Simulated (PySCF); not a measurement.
# C₄H₈Si: NMR shifts at several levels of theory

Aim: compute the NMR shifts of C₄H₈Si (`C1=CC[SiH2]C1`) at several levels, and see how far they spread and what each costs.

Programs: PySCF 2.14.0, with density-fitted response routines of our own. Each step states its level of theory. These are calculated values for one molecule in the gas phase, unless marked as measured. Atoms count from 0, in the outputs and in this text.

## Step 1: Starting geometry

13 atoms, charge 0, multiplicity 1; geometry from: GFN2-xTB.

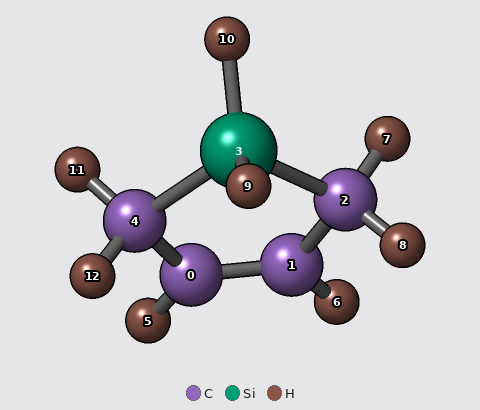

The starting geometry (carbon purple, silicon teal, hydrogen brown), atoms numbered.

## Step 2: Geometry optimisation at PBE0-D3(BJ)/def2-SVP

Job settings and geometry (Å):

```
{"job": {"xc": "PBE0", "basis": "def2-SVP", "d3": "d3bj", "grid": 1, "kind": "geom"}, "charge": 0, "multiplicity": 1}
C      0.752990    -0.118160     1.322180
C     -0.484510    -0.580990     1.325450
C     -1.294810    -0.501180     0.065010
Si    -0.122020     0.316910    -1.198760
C      1.307210     0.468870     0.057320
H      1.386530    -0.145330     2.197900
H     -0.940200    -1.016980     2.203670
H     -2.205840     0.070610     0.244140
H     -1.618720    -1.502540    -0.229020
H      0.198480    -0.556690    -2.332150
H     -0.605030     1.615400    -1.677090
H      1.619060     1.501650     0.232390
H      2.206180    -0.071500    -0.240770
```

Standard output:

```text
step   0  E = -446.20481473  max force = 0.021342
step   1  E = -446.20743356  max force = 0.003264
step   2  E = -446.20752845  max force = 0.000824
step   3  E = -446.20754310  max force = 0.000175
optimisation converged
```

Run time: 5.3 s. Hardware: 8 threads of AMD EPYC 9B45 (Zen 5), shared host.

Relaxation path:

```csv
step,energy from step 0 (eV),largest force component (eV/Å)
0,0.0000,1.0975
1,-0.0713,0.1678
2,-0.0738,0.0424
3,-0.0742,0.0090
```

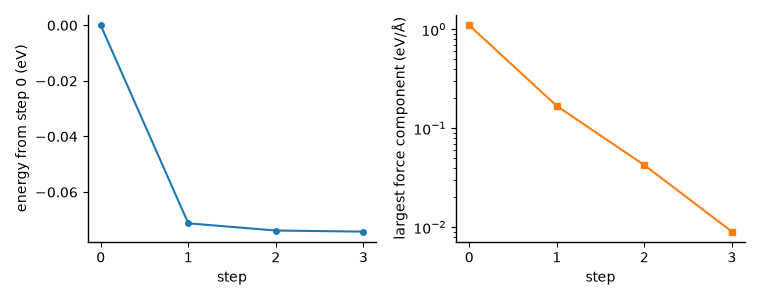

Energy and force, step by step.

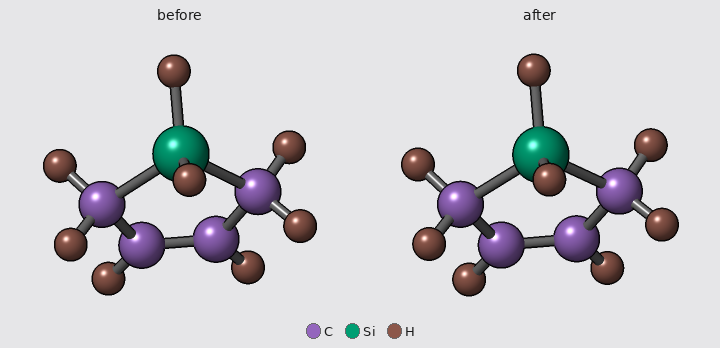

The geometry before (left) and after (right).

Close pairs (by a distance rule), those that changed most:

| bond | before (Å) | after (Å) | change (Å) |
| --- | --- | --- | --- |
| Si3–H10 | 1.466 | 1.496 | +0.030 |
| Si3–H9 | 1.466 | 1.496 | +0.029 |
| C0–C1 | 1.321 | 1.341 | +0.020 |
| C0–H5 | 1.081 | 1.096 | +0.015 |
| C1–H6 | 1.081 | 1.096 | +0.015 |
| C4–H12 | 1.090 | 1.104 | +0.013 |
| C2–H7 | 1.090 | 1.104 | +0.013 |
| C2–H8 | 1.093 | 1.104 | +0.011 |

The end geometry stands in the next job.

| at the end point | value |
| --- | --- |
| point group (found at 0.08 Å tolerance) | C2v |
| rotational constants (GHz, main isotopes) | 5.927, 4.513, 2.730 |
| dipole moment (D) | 0.34 |

## Step 3: NMR shieldings: PBE0/pcSseg-2

Job settings and geometry (Å):

```
{"job": {"kind": "nmr", "xc": "PBE0", "basis": "pcSseg-2", "pop": false}, "charge": 0, "multiplicity": 1}
C      0.763054    -0.117751     1.323195
C     -0.494070    -0.584336     1.326355
C     -1.319466    -0.509604     0.067594
Si    -0.117734     0.307827    -1.160358
C      1.332530     0.475508     0.060189
H      1.379322    -0.162985     2.228490
H     -0.926861    -1.019116     2.234597
H     -2.240613     0.078736     0.220817
H     -1.650187    -1.510297    -0.260177
H      0.200457    -0.560065    -2.336211
H     -0.608056     1.624416    -1.673437
H      1.645242     1.523339     0.210125
H      2.235702    -0.065602    -0.270908
```

Level: GIAO PBE0/pcSseg-2 NMR shielding, non-relativistic, gas phase.

Standard output:

```text
coarse grid: 10928 points
cycle   1  E = -446.4224687774  dE =  3.903e-01  |g| = 4.117e-01  |ddm| = 2.454e+00
cycle   2  E = -446.4011561152  dE =  2.131e-02  |g| = 4.940e-01  |ddm| = 6.642e-01
cycle   3  E = -446.4660059798  dE = -6.485e-02  |g| = 4.213e-02  |ddm| = 3.782e-01
cycle   4  E = -446.4664099538  dE = -4.040e-04  |g| = 9.119e-03  |ddm| = 3.986e-02
cycle   5  E = -446.4664252732  dE = -1.532e-05  |g| = 2.298e-03  |ddm| = 1.106e-02
cycle   6  E = -446.4664267855  dE = -1.512e-06  |g| = 3.287e-04  |ddm| = 2.608e-03
final grid: 99736 points
cycle   7  E = -446.4721459348  dE = -6.887e-05  |g| = 6.366e-03  |ddm| = 4.842e-02
cycle   8  E = -446.4721398501  dE =  6.085e-06  |g| = 7.954e-03  |ddm| = 1.013e-02
cycle   9  E = -446.4721566282  dE = -1.678e-05  |g| = 4.166e-04  |ddm| = 5.775e-03
cycle  10  E = -446.4721566606  dE = -3.241e-08  |g| = 1.263e-04  |ddm| = 5.262e-04
cycle  11  E = -446.4721566636  dE = -2.988e-09  |g| = 6.652e-05  |ddm| = 1.544e-04
cycle  12  E = -446.4721566645  dE = -9.672e-10  |g| = 2.276e-05  |ddm| = 5.796e-05
converged SCF energy = -446.4721566645

GIAO shielding tensors (ppm)
atom      isotropic    diamagn.    paramagn.     s11        s22        s33       span
  0 C       39.466     253.790    -214.324    -76.266     57.077    137.586    213.853
  1 C       39.461     253.769    -214.308    -76.235     57.032    137.586    213.821
  2 C      168.773     244.842     -76.070    155.712    158.087    192.520     36.808
  3 Si     372.098     878.017    -505.919    319.114    373.371    423.810    104.696
  4 C      168.739     244.838     -76.099    155.718    157.984    192.514     36.796
  5 H       24.982      29.979      -4.997     22.951     24.879     27.116      4.164
  6 H       24.986      29.979      -4.993     22.948     24.886     27.125      4.177
  7 H       29.512      29.437       0.075     25.279     26.906     36.351     11.072
  8 H       29.512      29.440       0.072     25.278     26.904     36.353     11.075
  9 H       26.895      29.178      -2.282     23.823     24.843     32.020      8.197
 10 H       26.896      29.180      -2.283     23.823     24.844     32.022      8.199
 11 H       29.511      29.441       0.070     25.277     26.907     36.351     11.074
 12 H       29.512      29.436       0.076     25.277     26.908     36.350     11.073
```

Run time: 13 s. Hardware: 8 threads of AMD EPYC 9B45 (Zen 5), shared host.

Shifts follow as δ = σ(reference) − σ, with reference shieldings (ppm) from runs at the same level and on the same kind of geometry: ¹H TMS 31.25, ¹³C TMS 184.1, ²⁹Si TMS 341.3. The references are single molecules in the gas phase. Atoms listed in one row are averaged.

| atoms | environment | σ (ppm) | δ (ppm) |
| --- | --- | --- | --- |
| C0, C1 | alkene CH | 39.5 | 144.7 |
| C2, C4 | allylic sp3 CH2 bonded to Si | 168.8 | 15.4 |
| H5, H6 | hydrogen on an alkene CH | 24.98 | 6.26 |
| H9, H10 | hydrogen on a silicon bonded to 2 C, in a 5-membered ring | 26.90 | 4.35 |
| H7, H8, H11, H12 | hydrogen on an allylic sp3 CH2 bonded to Si | 29.51 | 1.73 |
| Si3 | silicon bonded to 2 C, 2 H, in a 5-membered ring | 372.1 | -30.8 |

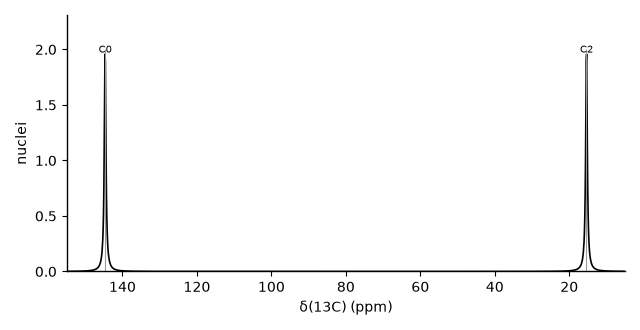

¹³C lines at the computed shifts, without couplings. Lines are broadened to a width of 0.52 ppm (Lorentzian).

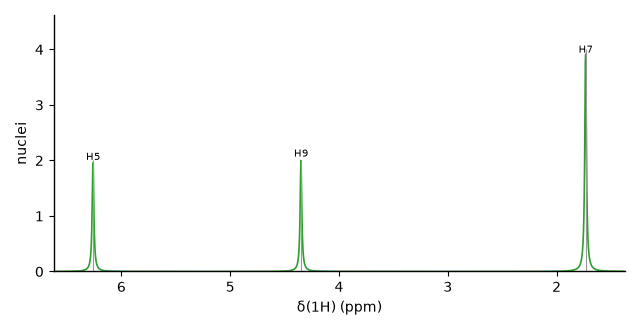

¹H lines at the computed shifts, without couplings. Lines are broadened to a width of 0.02 ppm (Lorentzian).

Ring of atoms C0, C1, C2, Si3, C4: NICS(0) -2.1, NICS(1) -2.5, NICS(1)zz -2.3 ppm (means of both faces).

## Step 4: Nuclear shieldings: PBE/pcSseg-2

The job, as its differences from that of step 3:

```diff
@@ -1,2 +1,2 @@
-{"job": {"kind": "nmr", "xc": "PBE0", "basis": "pcSseg-2", "pop": false}, "charge": 0, "multiplicity": 1}
+{"job": {"kind": "nmr", "xc": "PBE", "basis": "pcSseg-2", "pop": false}, "charge": 0, "multiplicity": 1}
 C      0.763054    -0.117751     1.323195
```

With the program's defaults for keys left out, this is: GIAO PBE/pcSseg-2 NMR shielding, non-relativistic, gas phase.

Standard output:

```text
coarse grid: 10928 points
cycle   1  E = -446.3139543131  dE =  2.844e-01  |g| = 6.050e-01  |ddm| = 2.487e+00
cycle   2  E = -446.1107041103  dE =  2.033e-01  |g| = 1.036e+00  |ddm| = 1.212e+00
cycle   3  E = -446.4097476646  dE = -2.990e-01  |g| = 9.547e-02  |ddm| = 8.883e-01
cycle   4  E = -446.4122042141  dE = -2.457e-03  |g| = 1.603e-02  |ddm| = 1.119e-01
cycle   5  E = -446.4122470390  dE = -4.282e-05  |g| = 8.139e-03  |ddm| = 2.168e-02
cycle   6  E = -446.4122646812  dE = -1.764e-05  |g| = 1.464e-03  |ddm| = 7.837e-03
cycle   7  E = -446.4122650191  dE = -3.379e-07  |g| = 8.834e-04  |ddm| = 1.628e-03
final grid: 99736 points
cycle   8  E = -446.4219288436  dE = -9.762e-05  |g| = 1.111e-02  |ddm| = 6.856e-02
cycle   9  E = -446.4218546680  dE =  7.418e-05  |g| = 1.970e-02  |ddm| = 2.204e-02
cycle  10  E = -446.4219592005  dE = -1.045e-04  |g| = 2.831e-03  |ddm| = 1.501e-02
cycle  11  E = -446.4219608976  dE = -1.697e-06  |g| = 1.259e-03  |ddm| = 2.614e-03
cycle  12  E = -446.4219613218  dE = -4.243e-07  |g| = 1.211e-04  |ddm| = 9.607e-04
cycle  13  E = -446.4219613249  dE = -3.089e-09  |g| = 5.325e-05  |ddm| = 1.529e-04
cycle  14  E = -446.4219613256  dE = -6.639e-10  |g| = 1.245e-05  |ddm| = 5.625e-05
converged SCF energy = -446.4219613256

GIAO shielding tensors (ppm)
atom      isotropic    diamagn.    paramagn.     s11        s22        s33       span
  0 C       36.073     253.457    -217.384    -72.303     50.151    130.371    202.673
  1 C       36.070     253.436    -217.366    -72.267     50.108    130.369    202.636
  2 C      161.992     244.849     -82.856    148.595    149.996    187.386     38.791
  3 Si     357.142     878.708    -521.566    301.333    358.314    411.779    110.446
  4 C      161.961     244.844     -82.882    148.605    149.895    187.384     38.779
  5 H       24.898      29.931      -5.032     23.055     24.821     26.819      3.763
  6 H       24.903      29.931      -5.028     23.052     24.829     26.827      3.775
  7 H       29.287      29.437      -0.150     25.163     26.932     35.766     10.603
  8 H       29.287      29.441      -0.154     25.161     26.931     35.769     10.607
  9 H       26.735      29.173      -2.438     23.725     24.780     31.699      7.974
 10 H       26.736      29.174      -2.439     23.725     24.781     31.701      7.976
 11 H       29.287      29.441      -0.155     25.160     26.933     35.767     10.607
 12 H       29.287      29.436      -0.149     25.160     26.935     35.766     10.605
```

It took 11 s on 8 threads of AMD EPYC 9B45 (Zen 5), shared host.

Key values: δ C0 143.3, C2 17.4, Si3 -33.7, H5 6.28, H9 4.44 ppm (means over like atoms).

## Step 5: NMR shieldings: wB97X-D/pcSseg-2

The job, as its differences from that of step 4:

```diff
@@ -1,2 +1,2 @@
-{"job": {"kind": "nmr", "xc": "PBE", "basis": "pcSseg-2", "pop": false}, "charge": 0, "multiplicity": 1}
+{"job": {"kind": "nmr", "xc": "wB97X-D", "basis": "pcSseg-2", "pop": false}, "charge": 0, "multiplicity": 1}
 C      0.763054    -0.117751     1.323195
```

With the program's defaults for keys left out, this is: GIAO wB97X-D/pcSseg-2 NMR shielding, non-relativistic, gas phase.

Standard output:

```text
coarse grid: 10928 points
cycle   1  E = -446.6988830137  dE =  5.400e-01  |g| = 2.980e-01  |ddm| = 2.437e+00
cycle   2  E = -446.7127933431  dE = -1.391e-02  |g| = 2.068e-01  |ddm| = 4.094e-01
cycle   3  E = -446.7231031773  dE = -1.031e-02  |g| = 3.463e-02  |ddm| = 1.592e-01
cycle   4  E = -446.7234726222  dE = -3.694e-04  |g| = 8.109e-03  |ddm| = 5.834e-02
cycle   5  E = -446.7234884473  dE = -1.583e-05  |g| = 1.690e-03  |ddm| = 1.235e-02
cycle   6  E = -446.7234896916  dE = -1.244e-06  |g| = 4.877e-04  |ddm| = 4.616e-03
final grid: 99736 points
cycle   7  E = -446.7329155390  dE = -2.305e-04  |g| = 5.889e-03  |ddm| = 6.006e-02
cycle   8  E = -446.7329193997  dE = -3.861e-06  |g| = 4.656e-03  |ddm| = 9.000e-03
cycle   9  E = -446.7329244160  dE = -5.016e-06  |g| = 4.431e-04  |ddm| = 3.209e-03
cycle  10  E = -446.7329244898  dE = -7.384e-08  |g| = 1.507e-04  |ddm| = 8.644e-04
cycle  11  E = -446.7329244951  dE = -5.301e-09  |g| = 5.087e-05  |ddm| = 1.727e-04
cycle  12  E = -446.7329244960  dE = -8.215e-10  |g| = 2.736e-05  |ddm| = 8.611e-05
converged SCF energy = -446.7329244960

GIAO shielding tensors (ppm)
atom      isotropic    diamagn.    paramagn.     s11        s22        s33       span
  0 C       38.648     253.302    -214.654    -80.868     58.026    138.788    219.656
  1 C       38.660     253.288    -214.628    -80.823     58.001    138.803    219.626
  2 C      170.097     244.177     -74.080    157.439    159.830    193.021     35.582
  3 Si     370.597     877.586    -506.989    317.257    371.783    422.753    105.497
  4 C      170.055     244.182     -74.126    157.442    159.708    193.016     35.574
  5 H       25.136      30.115      -4.979     23.153     24.938     27.317      4.164
  6 H       25.141      30.115      -4.974     23.151     24.945     27.328      4.176
  7 H       29.736      29.583       0.153     25.552     27.093     36.563     11.011
  8 H       29.735      29.587       0.148     25.550     27.090     36.563     11.013
  9 H       27.018      29.127      -2.109     23.950     24.965     32.140      8.190
 10 H       27.020      29.130      -2.110     23.950     24.966     32.142      8.192
 11 H       29.735      29.589       0.146     25.550     27.095     36.561     11.011
 12 H       29.735      29.582       0.153     25.549     27.095     36.560     11.011
```

Run time: 16 s. Hardware: 8 threads of AMD EPYC 9B45 (Zen 5), shared host.

This run: δ C0 145.8, C2 14.3, Si3 -29.9, H5 6.22, H9 4.34 ppm (means over like atoms).

## Step 6: Nuclear shieldings: KT2/pcSseg-2

The job, as its differences from that of step 5:

```diff
@@ -1,2 +1,2 @@
-{"job": {"kind": "nmr", "xc": "wB97X-D", "basis": "pcSseg-2", "pop": false}, "charge": 0, "multiplicity": 1}
+{"job": {"kind": "nmr", "xc": "KT2", "basis": "pcSseg-2", "pop": false}, "charge": 0, "multiplicity": 1}
 C      0.763054    -0.117751     1.323195
```

With the program's defaults for keys left out, this is: GIAO KT2/pcSseg-2 NMR shielding, non-relativistic, gas phase.

Standard output:

```text
coarse grid: 10928 points
cycle   1  E = -452.0242651763  dE =  3.009e-01  |g| = 5.346e-01  |ddm| = 2.665e+00
cycle   2  E = -451.8806411474  dE =  1.436e-01  |g| = 8.851e-01  |ddm| = 1.092e+00
cycle   3  E = -452.1033271257  dE = -2.227e-01  |g| = 8.165e-02  |ddm| = 7.608e-01
cycle   4  E = -452.1051383318  dE = -1.811e-03  |g| = 1.260e-02  |ddm| = 1.028e-01
cycle   5  E = -452.1051662054  dE = -2.787e-05  |g| = 6.912e-03  |ddm| = 1.868e-02
cycle   6  E = -452.1051774899  dE = -1.128e-05  |g| = 1.457e-03  |ddm| = 6.478e-03
cycle   7  E = -452.1051779679  dE = -4.780e-07  |g| = 5.119e-04  |ddm| = 1.394e-03
final grid: 99736 points
cycle   8  E = -452.1306452752  dE = -3.175e-04  |g| = 1.474e-02  |ddm| = 2.349e-01
cycle   9  E = -452.1305946176  dE =  5.066e-05  |g| = 1.816e-02  |ddm| = 2.263e-02
cycle  10  E = -452.1306725914  dE = -7.797e-05  |g| = 4.701e-03  |ddm| = 1.678e-02
cycle  11  E = -452.1306776019  dE = -5.011e-06  |g| = 1.830e-03  |ddm| = 4.206e-03
cycle  12  E = -452.1306785192  dE = -9.173e-07  |g| = 3.739e-04  |ddm| = 1.560e-03
cycle  13  E = -452.1306785535  dE = -3.430e-08  |g| = 1.106e-04  |ddm| = 4.026e-04
cycle  14  E = -452.1306785573  dE = -3.817e-09  |g| = 1.266e-05  |ddm| = 1.348e-04
cycle  15  E = -452.1306785573  dE = -5.059e-11  |g| = 3.785e-06  |ddm| = 2.060e-05
converged SCF energy = -452.1306785573

GIAO shielding tensors (ppm)
atom      isotropic    diamagn.    paramagn.     s11        s22        s33       span
  0 C       47.726     254.900    -207.174    -53.462     62.190    134.450    187.912
  1 C       47.725     254.881    -207.156    -53.427     62.150    134.451    187.878
  2 C      165.815     245.295     -79.480    152.400    154.350    190.696     38.296
  3 Si     387.076     880.904    -493.828    336.492    387.447    437.289    100.797
  4 C      165.785     245.293     -79.508    152.411    154.250    190.694     38.284
  5 H       25.003      28.720      -3.717     22.902     25.256     26.851      3.949
  6 H       25.007      28.721      -3.714     22.898     25.263     26.861      3.963
  7 H       29.273      29.583      -0.310     25.016     26.839     35.965     10.949
  8 H       29.273      29.587      -0.313     25.014     26.838     35.968     10.953
  9 H       26.824      29.183      -2.359     23.782     24.771     31.918      8.137
 10 H       26.825      29.185      -2.360     23.781     24.773     31.921      8.140
 11 H       29.273      29.589      -0.316     25.013     26.841     35.966     10.953
 12 H       29.273      29.582      -0.309     25.013     26.842     35.964     10.951
```

Wall time 11 s (8 threads of AMD EPYC 9B45 (Zen 5), shared host).

Key values: δ C0 134.6, C2 16.5, Si3 -36.1, H5 6.17, H9 4.35 ppm (means over like atoms).

## Step 7: Shielding tensors: HF/pcSseg-2

The job, as its differences from that of step 6:

```diff
@@ -1,2 +1,2 @@
-{"job": {"kind": "nmr", "xc": "KT2", "basis": "pcSseg-2", "pop": false}, "charge": 0, "multiplicity": 1}
+{"job": {"kind": "nmr", "xc": "HF", "basis": "pcSseg-2", "pop": false}, "charge": 0, "multiplicity": 1}
 C      0.763054    -0.117751     1.323195
```

With the program's defaults for keys left out, this is: GIAO HF/pcSseg-2 NMR shielding, non-relativistic, gas phase.

Standard output:

```text
final grid: 99736 points
cycle   1  E = -445.0505162806  dE =  8.489e-01  |g| = 3.645e-01  |ddm| = 2.456e+00
cycle   2  E = -445.1039850400  dE = -5.347e-02  |g| = 1.021e-01  |ddm| = 4.383e-01
cycle   3  E = -445.1088421445  dE = -4.857e-03  |g| = 2.692e-02  |ddm| = 2.202e-01
cycle   4  E = -445.1090826186  dE = -2.405e-04  |g| = 7.168e-03  |ddm| = 3.069e-02
cycle   5  E = -445.1091041574  dE = -2.154e-05  |g| = 1.896e-03  |ddm| = 9.672e-03
cycle   6  E = -445.1091065464  dE = -2.389e-06  |g| = 4.647e-04  |ddm| = 3.656e-03
cycle   7  E = -445.1091067246  dE = -1.782e-07  |g| = 1.000e-04  |ddm| = 1.134e-03
cycle   8  E = -445.1091067312  dE = -6.550e-09  |g| = 2.451e-05  |ddm| = 2.510e-04
cycle   9  E = -445.1091067314  dE = -2.598e-10  |g| = 7.826e-06  |ddm| = 4.660e-05
converged SCF energy = -445.1091067314

GIAO shielding tensors (ppm)
atom      isotropic    diamagn.    paramagn.     s11        s22        s33       span
  0 C       49.057     252.090    -203.034    -82.799     77.297    152.672    235.470
  1 C       49.053     252.069    -203.016    -82.767     77.260    152.668    235.435
  2 C      181.491     241.640     -60.149    169.451    175.338    199.684     30.233
  3 Si     410.413     874.475    -464.062    367.314    410.738    453.185     85.871
  4 C      181.466     241.637     -60.171    169.460    175.253    199.684     30.224
  5 H       25.524      30.608      -5.084     23.084     25.247     28.240      5.156
  6 H       25.530      30.608      -5.078     23.083     25.254     28.252      5.169
  7 H       30.334      29.697       0.638     26.070     27.267     37.667     11.598
  8 H       30.334      29.699       0.635     26.070     27.265     37.668     11.598
  9 H       27.589      29.294      -1.704     24.471     25.363     32.933      8.462
 10 H       27.591      29.296      -1.706     24.472     25.364     32.935      8.464
 11 H       30.335      29.701       0.634     26.070     27.268     37.667     11.597
 12 H       30.335      29.696       0.639     26.068     27.269     37.667     11.599
```

It took 6.9 s on 8 threads of AMD EPYC 9B45 (Zen 5), shared host.

This run: δ C0 142.4, C2 10.0, Si3 -27.5, H5 6.16, H9 4.09 ppm (means over like atoms).

## Step 8: Side by side: NMR shifts

Shifts (ppm), means over like atoms, with basis size and wall time:

```csv
run,C0,C2,H5,H9,H7,Si3,functions,time
PBE0/pcSseg-2,144.7,15.4,6.26,4.35,1.73,-30.8,299,13 s
PBE/pcSseg-2,143.3,17.4,6.28,4.44,1.89,-33.7,299,11 s
wB97X-D/pcSseg-2,145.8,14.3,6.22,4.34,1.62,-29.9,299,16 s
KT2/pcSseg-2,134.6,16.5,6.17,4.35,1.90,-36.1,299,11 s
HF/pcSseg-2,142.4,10.0,6.16,4.09,1.35,-27.5,299,6.9 s
```

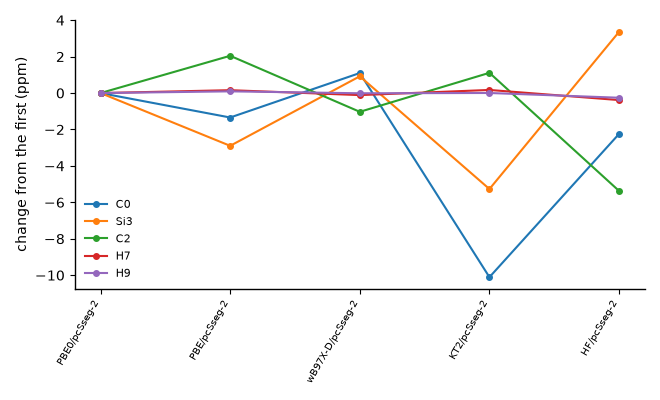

How five of the tabulated atoms move from run to run.

## Step 9: Summary of results

| quantity | value |
| --- | --- |
| point group | C2v |
| rotational constants (main isotopes) | 5.93, 4.51, 2.73 GHz |
| ¹³C shifts against TMS (PBE0/pcSseg-2, means over atoms taken as alike) | 144.7, 15.4 ppm |
| ¹H shifts against TMS (PBE0/pcSseg-2, means over atoms taken as alike) | 6.26, 4.35, 1.73 ppm |
| ²⁹Si shifts against TMS (PBE0/pcSseg-2) | -30.8 ppm |
| range of the shift of C0 | 134.6 to 145.8 ppm |

What this shows: Single values in the summary come from the first run of each kind that ended normally (PBE0/pcSseg-2), which need not be the best level. Relaxing lowered the energy by 0.074 eV in 3 steps; the close pair that moved most is Si3–H10, from 1.466 to 1.496 Å. No frequency check was run at this level, so the end point may be a saddle. C0, C1 (mean) (alkene CH) lies farthest downfield among carbon, at 144.7 ppm; an sp2 carbon of a C=C bond. The most deshielded hydrogen is H5, H6 (mean) (hydrogen on an alkene CH), at 6.26 ppm: olefinic region. At PBE0/pcSseg-2: Shielding is most anisotropic at C0, C1 (span 214 ppm, paramagnetic term -214 ppm). In ppm, C0 (with its like atoms) moves most: its shift spreads over 11.2 ppm, from 134.6 (KT2/pcSseg-2) to 145.8 (wB97X-D/pcSseg-2).
